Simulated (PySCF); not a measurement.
# C4H4N2, SMILES `c1ccnnc1`: electronic structure

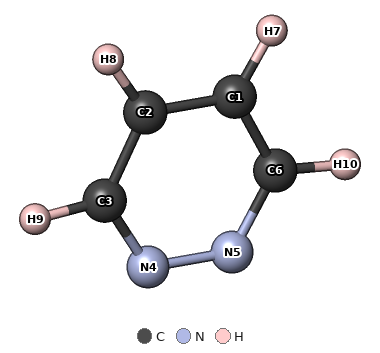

The molecule, with its atoms numbered as below. No frequency check shows the geometry to be a minimum.

Coordinates in Å:

```
C1       0.6903    1.1702    0.0000
C2      -0.6903    1.1702    0.0000
C3      -1.3174   -0.0753    0.0000
N4      -0.6493   -1.2121    0.0000
N5       0.6493   -1.2121    0.0000
C6       1.3174   -0.0753    0.0000
H7       1.2633    2.0853    0.0000
H8      -1.2633    2.0853    0.0000
H9      -2.3942   -0.1699    0.0000
H10      2.3942   -0.1699    0.0000
```

## 1. Bonding charge

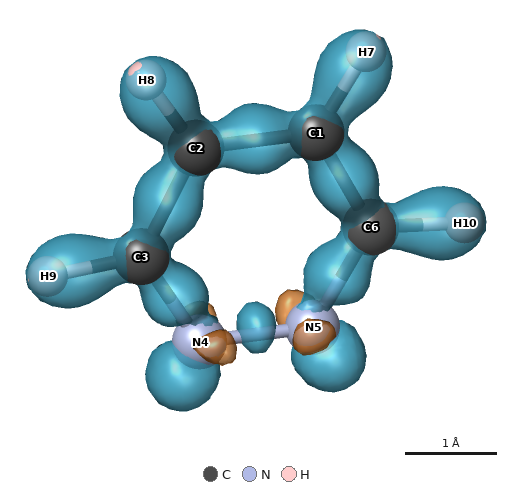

Deformation density (molecule less spherical, spin-averaged free atoms at the same positions), surfaces at ±0.2 e/Å³; light blue: gain, orange: loss.

Method: BP86/6-31G*; geometry: GFN2-xTB; program: PySCF.

**How much density has each bond gained at its critical point, relative to the free atoms?**

C3–H9 and C6–H10: +0.68 e/Å³ at the bond critical point (bond length 1.08 Å, Mayer order 0.9). C1–H7 and C2–H8: +0.66 e/Å³ at the bond critical point (bond length 1.08 Å, Mayer order 0.9). C1–C2: +0.60 e/Å³ at the bond critical point (bond length 1.38 Å, Mayer order 1.5). C2–C3 and C1–C6: +0.59 e/Å³ at the bond critical point (bond length 1.39 Å, Mayer order 1.4). C3–N4 and N5–C6: +0.54 e/Å³ at the bond critical point (bond length 1.32 Å, Mayer order 1.5). N4–N5: +0.43 e/Å³ at the bond critical point (bond length 1.30 Å, Mayer order 1.4). In all, 2.2 electrons gather in the regions of gain relative to the promolecule.

**Where do the Hirshfeld charges lie?**

The highest Hirshfeld charge is on H7 and H8 (+0.06 e), the lowest on N4 and N5 (−0.11 e).

```tsv
atom	charge (e)
C1	−0.02
C2	−0.02
C3	+0.02
N4	−0.11
N5	−0.11
C6	+0.02
H7	+0.06
H8	+0.06
H9	+0.06
H10	+0.06
```

## 2. Bond critical points

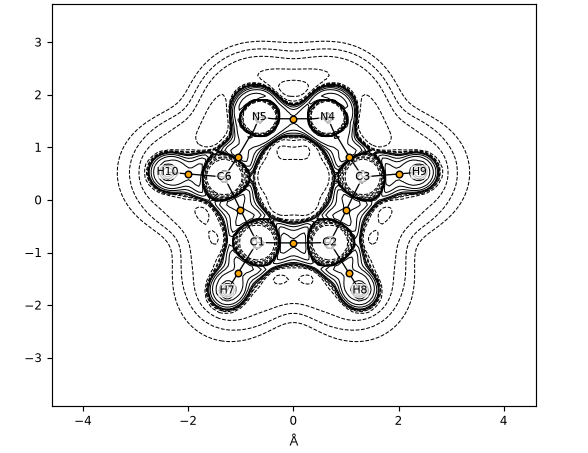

Negative Laplacian of the density (−∇²ρ) in the molecular plane (solid lines positive, dashed lines negative, contours at ±0.02 to ±8 a.u.), with bond paths and bond critical points (dots).

**At which bond critical points in this plane is charge locally concentrated, and at which depleted?**

Concentrated (∇²ρ < 0): N4–N5 (−0.87 a.u.); C3–N4 and N5–C6 (−0.97 a.u.); C1–C2 (−0.87 a.u.); C2–C3 and C1–C6 (−0.84 a.u.); C3–H9 and C6–H10 (−1.01 a.u.); C1–H7 and C2–H8 (−0.99 a.u.). At none is it depleted.

**Where along C3–N4 does the critical point lie?**

0.46 Å from C3 and 0.86 Å from N4.

## 3. Local ionisation energy

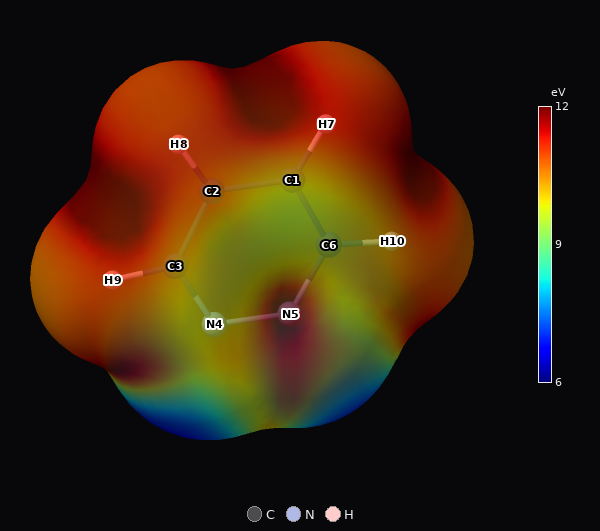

Average local ionisation energy on the surface of electron density 0.001 a.u.

**Where are the most loosely bound electrons on this surface?**

The lowest value is 6.6 eV, 1.9 Å from N4, and at like points elsewhere. Further minima include 9.4 eV, off the C1–C2 bond (2.1 Å from its atoms), and at like points elsewhere; 10.5 eV, 1.3 Å from H9, and at like points elsewhere. For comparison, the highest occupied orbital lies at −4.8 eV.

## 4. In an electric field

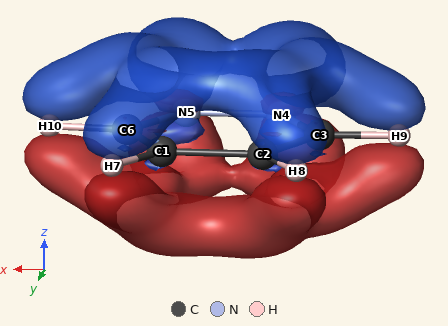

Change of the electron density in a uniform field of 0.51 V/Å, surfaces at ±0.003 e/Å³ (red: gain, blue: loss).

Computed with PySCF, PBE0/def2-SVPD, geometry: GFN2-xTB.

The field was applied in both directions; the picture shows the one opposite to the script's first.

**Along which Cartesian direction does the field point?**

Along +z: electrons gather on the −z side, against the field.

**What dipole is induced, and what polarisability does it imply?**

The induced dipole is 0.90 D (along the field); α along this axis, from the fields in both directions, is 35 bohr³ (5.2 Å³).

## 5. Removing or adding an electron

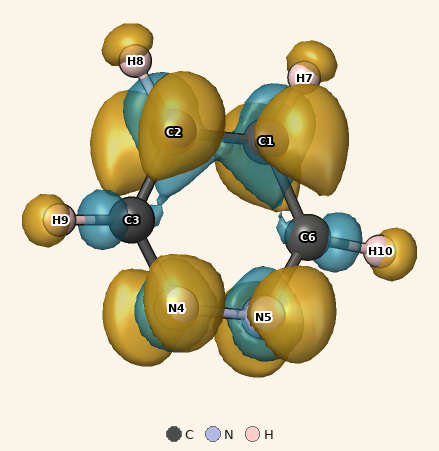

Fukui function f⁺ = ρ(N+1) − ρ(N) at fixed geometry, surfaces at ±0.03 e/Å³ (yellow positive, teal negative).

Level of theory: PBE/def2-SVP (PySCF), at a geometry from GFN2-xTB. This is a single-reference result, which may miss multireference character in this system.

**On which atoms does the density change most on addition of an electron?**

f⁺ (Hirshfeld-condensed) is largest on N4 and N5 (0.15 each) and C1 and C2 (0.14 each); the vertical electron affinity is −0.88 eV (the stability of the anion's solution wasn't checked; negative, but this basis has no diffuse functions, so it doesn't show that the anion is unbound). Condensed values hint at sites of nucleophilic attack but needn't mark the atom that reacts. Shares this close don't rank the sites. Orbital relaxation makes it negative in places (0.19 e in all).

```
atom     f⁺  charge
  C1  +0.14   −0.03
  C2  +0.14   −0.03
  C3  +0.08   +0.02
  N4  +0.15   −0.10
  N5  +0.15   −0.10
  C6  +0.08   +0.02
  H7  +0.08   +0.06
  H8  +0.08   +0.06
  H9  +0.06   +0.05
 H10  +0.06   +0.05
```
